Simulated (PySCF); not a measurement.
# CH5FSi (SMILES C[SiH2]F): levels of theory compared

We compute a comparison of 6 runs (HF/STO-3G, HF/3-21G, HF/def2-SVP, B2PLYP/STO-3G, B3LYP/6-31G*, M06-2X/def2-TZVP) of CH5FSi. 

Program for the calculation: PySCF 2.14.0.

**1. The molecule**

The species is CH5FSi (8 atoms), meant as a singlet with charge 0. As SMILES, `C[SiH2]F`. The coordinates come from a PBE0-D4/def2-TZVP relaxation.

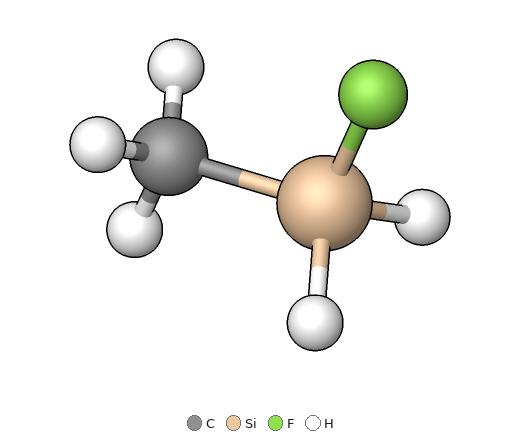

The structure, seen from a chosen angle (carbon grey, silicon light orange, fluorine green, hydrogen white).

**2. Energy and forces at HF/STO-3G (run 1)**

File input.xyz:

```xyz
8

C     -0.521400     0.700300    -0.437000
Si     0.448400    -0.642000     0.395200
F      1.946500    -0.649600    -0.178800
H     -0.562400     0.542500    -1.517100
H     -1.546700     0.713200    -0.056500
H     -0.077200     1.680300    -0.248400
H      0.538700    -0.420800     1.860700
H     -0.133700    -1.981200     0.126000
```

File calc.py:

```python
# C[SiH2]F
from pyscf import gto

mol = gto.M(
    atom='input.xyz',
    charge=0,
    spin=0,
    max_memory=1860,
    verbose=4,
    basis='sto-3g',
)

hf = mol.RHF()
hf.conv_tol = 1e-10
hf.kernel()
if not hf.converged:
    hf = hf.newton().run(hf.mo_coeff, hf.mo_occ)

e_final = hf.e_tot
print('E = %.10f Eh' % e_final)
grad = hf.nuc_grad_method().kernel()
hf.analyze()
```

Launch:

```console
OMP_NUM_THREADS=1 python calc.py
```

What it wrote:

```text
PySCF version 2.14.0

[... 73 lines left out ...]
Nuclear Repulsion Energy =             115.959115473800395
[... 2 lines left out ...]
Two-electron Coulomb Energy =          319.543455454425839
[... 4 lines left out ...]
MO #2   energy= -25.815889118063   occ= 2
[... 2 lines left out ...]
MO #5   energy= -4.02766655715901  occ= 2
[... 2 lines left out ...]
MO #8   energy= -1.42745373988852  occ= 2
[... 2 lines left out ...]
MO #11  energy= -0.53703779645363  occ= 2
[... 2 lines left out ...]
MO #14  energy= -0.474266111133812 occ= 2
[... 2 lines left out ...]
MO #17  energy= -0.370003136827999 occ= 2
[... 2 lines left out ...]
MO #20  energy= 0.547449858115353  occ= 0
MO #21  energy= 0.574567267189968  occ= 0
MO #22  energy= 0.728584573399621  occ= 0
MO #23  energy= 0.736905825764652  occ= 0
MO #24  energy= 0.749146639709664  occ= 0
 ** Mulliken pop on meta-lowdin orthogonal AOs  **
 ** Mulliken pop  **
pop of  0 C 1s            1.99977
pop of  0 C 2s            1.05537
pop of  0 C 2px           1.06843
pop of  0 C 2py           1.09365
pop of  0 C 2pz           1.05884
pop of  1 Si 1s           2.00000
pop of  1 Si 2s           1.99988
pop of  1 Si 3s           1.07595
pop of  1 Si 2px          1.99931
pop of  1 Si 2py          1.99897
pop of  1 Si 2pz          1.99900
pop of  1 Si 3px          0.61715
pop of  1 Si 3py          0.77954
pop of  1 Si 3pz          0.76461
pop of  2 F 1s            1.99996
pop of  2 F 2s            1.88985
pop of  2 F 2px           1.54014
pop of  2 F 2py           1.95350
pop of  2 F 2pz           1.89431
pop of  3 H 1s            0.96513
pop of  4 H 1s            0.96616
pop of  5 H 1s            0.96515
pop of  6 H 1s            1.15764
pop of  7 H 1s            1.15768
 ** Mulliken atomic charges  **
charge of    0C =     -0.27607
charge of    1Si =      0.76560
charge of    2F =     -0.27777
charge of    3H =      0.03487
charge of    4H =      0.03384
charge of    5H =      0.03485
charge of    6H =     -0.15764
charge of    7H =     -0.15768
Dipole moment(X, Y, Z, Debye): -1.09698,  0.16499,  0.27752
```

It took 2.3 s on 1 thread of Intel Xeon at 2.70GHz, shared host; peak memory 0.12 GiB.

**3. Energy and gradient at HF/3-21G (run 2)**

File geometry.xyz:

```xyz
8
CH5FSi
C     -0.521400     0.700300    -0.437000
Si     0.448400    -0.642000     0.395200
F      1.946500    -0.649600    -0.178800
H     -0.562400     0.542500    -1.517100
H     -1.546700     0.713200    -0.056500
H     -0.077200     1.680300    -0.248400
H      0.538700    -0.420800     1.860700
H     -0.133700    -1.981200     0.126000
```

File input.py:

```python
from pyscf import gto, scf

mol = gto.M(
    atom='geometry.xyz',
    verbose=4,
    basis='3-21g',
    spin=0,
    max_memory=1860,
)

mf = scf.RHF(mol)
mf.conv_tol = 1e-10
mf.kernel()
if not mf.converged:
    mf = mf.newton().run(mf.mo_coeff, mf.mo_occ)

energy = mf.e_tot
print(f'total energy: {energy:.8f} hartree')
grad = mf.nuc_grad_method().kernel()
mf.analyze()
```

Launch:

```console
OMP_NUM_THREADS=1 python input.py
```

What it wrote:

```text
PySCF version 2.14.0

[... 75 lines left out ...]
Nuclear Repulsion Energy =             115.959115473800395
[... 6 lines left out ...]
MO #1   energy= -68.3479371200771  occ= 2
[... 4 lines left out ...]
MO #6   energy= -4.24760848559547  occ= 2
[... 4 lines left out ...]
MO #11  energy= -0.633584174378788 occ= 2
[... 4 lines left out ...]
MO #16  energy= -0.469149393604266 occ= 2
[... 4 lines left out ...]
MO #21  energy= 0.283177196576978  occ= 0
[... 4 lines left out ...]
MO #26  energy= 0.480366051518281  occ= 0
[... 4 lines left out ...]
MO #31  energy= 1.06893651975409   occ= 0
[... 4 lines left out ...]
MO #36  energy= 1.39188583113606   occ= 0
[... 4 lines left out ...]
MO #41  energy= 3.7966646423655    occ= 0
[... 13 lines left out ...]
pop of  1 Si 3s           0.96749
pop of  1 Si 4s           0.01034
pop of  1 Si 2px          1.99973
pop of  1 Si 2py          1.99978
pop of  1 Si 2pz          1.99980
pop of  1 Si 3px          0.43405
pop of  1 Si 3py          0.77379
pop of  1 Si 3pz          0.75081
pop of  1 Si 4px          0.02029
pop of  1 Si 4py          0.02180
pop of  1 Si 4pz          0.02074
pop of  2 F 1s            1.99988
pop of  2 F 2s            1.84020
pop of  2 F 3s            0.00247
pop of  2 F 2px           1.79383
pop of  2 F 2py           1.93523
pop of  2 F 2pz           1.91446
pop of  2 F 3px           0.00194
pop of  2 F 3py           0.00116
pop of  2 F 3pz           0.00128
pop of  3 H 1s            0.87685
pop of  3 H 2s            0.00850
pop of  4 H 1s            0.87908
pop of  4 H 2s            0.00804
pop of  5 H 1s            0.87691
pop of  5 H 2s            0.00850
pop of  6 H 1s            1.13992
pop of  6 H 2s            0.00237
pop of  7 H 1s            1.13996
pop of  7 H 2s            0.00237
 ** Mulliken atomic charges  **
charge of    0C =     -0.56863
charge of    1Si =      1.00156
charge of    2F =     -0.49044
charge of    3H =      0.11465
charge of    4H =      0.11287
charge of    5H =      0.11460
charge of    6H =     -0.14229
charge of    7H =     -0.14233
Dipole moment(X, Y, Z, Debye): -2.02583,  0.56957,  0.27356
```

Run time: 2.4 s. Hardware: 1 thread of Intel Xeon at 2.70GHz, shared host; peak memory 0.12 GiB.

Runs 3 to 5 aren't shown in full; the table further down has their settings and results.

**4. Energy and forces at M06-2X/def2-TZVP (run 6)**

File calc.py:

```python
from pyscf import gto, dft

mol = gto.Mole()
mol.atom = '''
C     -0.985303     1.323375    -0.825810
Si     0.847353    -1.213204     0.746820
F      3.678352    -1.227566    -0.337883
H     -1.062782     1.025176    -2.866904
H     -2.922839     1.347753    -0.106770
H     -0.145887     3.175307    -0.469408
H      1.017995    -0.795197     3.516213
H     -0.252656    -3.743925     0.238105
'''
mol.max_memory = 1860
mol.charge = 0
mol.verbose = 4
mol.spin = 0
mol.unit = 'bohr'
mol.basis = 'def2-tzvp'
mol.build()

ks = dft.RKS(mol)
ks.xc = 'm06-2x'
ks.conv_tol = 1e-10
ks.grids.level = 5
ks.kernel()
if not ks.converged:
    ks = ks.newton().run(ks.mo_coeff, ks.mo_occ)

energy = ks.e_tot
print('E = %.10f Eh' % energy)
grad = ks.nuc_grad_method().kernel()
ks.analyze()
```

Launch:

```console
OMP_NUM_THREADS=1 python calc.py
```

What it wrote:

```text
PySCF version 2.14.0

[... 94 lines left out ...]
One-electron Energy =                 -825.695811441161027
[... 13 lines left out ...]
MO #9   energy= -0.802559107322999 occ= 2
[... 11 lines left out ...]
MO #21  energy= 0.120736789611129  occ= 0
[... 11 lines left out ...]
MO #33  energy= 0.353084577325457  occ= 0
[... 11 lines left out ...]
MO #45  energy= 0.741110108896512  occ= 0
[... 11 lines left out ...]
MO #57  energy= 1.13146448098826   occ= 0
[... 11 lines left out ...]
MO #69  energy= 1.61905314686015   occ= 0
[... 11 lines left out ...]
MO #81  energy= 2.24812686053617   occ= 0
[... 11 lines left out ...]
MO #93  energy= 2.75603565238696   occ= 0
[... 11 lines left out ...]
MO #105 energy= 3.54162071176598   occ= 0
[... 11 lines left out ...]
MO #117 energy= 6.93375364549698   occ= 0
[... 11 lines left out ...]
MO #129 energy= 57.0843705077304   occ= 0
[... 101 lines left out ...]
pop of  3 H 1s            0.85844
pop of  3 H 2s            0.00394
pop of  3 H 3s            0.00241
pop of  3 H 2px           0.00002
pop of  3 H 2py           0.00004
pop of  3 H 2pz           0.00060
pop of  4 H 1s            0.85806
pop of  4 H 2s            0.00347
pop of  4 H 3s            0.00231
pop of  4 H 2px           0.00059
pop of  4 H 2py           0.00006
pop of  4 H 2pz           0.00008
pop of  5 H 1s            0.85849
pop of  5 H 2s            0.00393
pop of  5 H 3s            0.00241
pop of  5 H 2px           0.00010
pop of  5 H 2py           0.00054
pop of  5 H 2pz           0.00002
pop of  6 H 1s            1.11777
pop of  6 H 2s            0.00339
pop of  6 H 3s            0.00089
pop of  6 H 2px           0.00021
pop of  6 H 2py           0.00019
pop of  6 H 2pz           0.00486
pop of  7 H 1s            1.11781
pop of  7 H 2s            0.00339
pop of  7 H 3s            0.00089
pop of  7 H 2px           0.00074
pop of  7 H 2py           0.00422
pop of  7 H 2pz           0.00030
 ** Mulliken atomic charges  **
charge of    0C =     -0.62641
charge of    1Si =      1.00193
charge of    2F =     -0.52534
charge of    3H =      0.13455
charge of    4H =      0.13543
charge of    5H =      0.13450
charge of    6H =     -0.12730
charge of    7H =     -0.12734
Dipole moment(X, Y, Z, Debye): -1.64712,  0.57925,  0.11787
```

Run time: 71 s. Hardware: 1 thread of Intel Xeon at 2.70GHz, shared host; peak memory 1.4 GiB.

**5. All runs side by side**

| run | level | task | frozen core orbitals | energy (Eh) | dipole moment (D) | HOMO energy (eV) | LUMO energy (eV) | wall time |
| --- | --- | --- | --- | --- | --- | --- | --- | --- |
| 1 | HF/STO-3G | gradient | – | -423.984328 | 1.14 | -10.07 | 13.58 | 2.3 s |
| 2 | HF/3-21G | gradient | – | -426.920306 | 2.12 | -12.59 | 4.82 | 2.4 s |
| 3 | HF/def2-SVP | gradient | – | -429.015248 | 1.92 | -12.69 | 4.48 | 3.6 s |
| 4 | B2PLYP/STO-3G | energy | 7 | -424.852566 | 0.93 | -7.10 | 10.28 | 6 s |
| 5 | B3LYP/6-31G* (spherical functions) | gradient | – | -430.509230 | 1.70 | -8.77 | 0.79 | 15 s |
| 6 | M06-2X/def2-TZVP | gradient | – | -430.508722 | 1.75 | -10.48 | 1.26 | 71 s |

**6. Summary of results**

| quantity | value |
| --- | --- |
| run 6: total energy | -430.50872 Eh |
| run 6: dipole moment | 1.75 D |
| run 6: HOMO energy | -10.48 eV |
| run 6: LUMO energy | 1.26 eV |
| run 6: HOMO–LUMO gap | 11.74 eV |
| run 6: largest force on an atom | 0.190 eV/Å |

In words: The dipole moment (its size) runs from 0.93 D (B2PLYP/STO-3G) to 2.12 D (HF/3-21G). The two ends differ in method and basis. A double hybrid's value is that of its SCF part. The HOMO–LUMO gap runs from 9.56 eV (B3LYP/6-31G*) to 23.65 eV (HF/STO-3G). Totals of different functionals can't be ranked against each other. In runs 1, 4 the basis is minimal, so the values are rough. All runs together took 1.7 min, the longest 71 s.
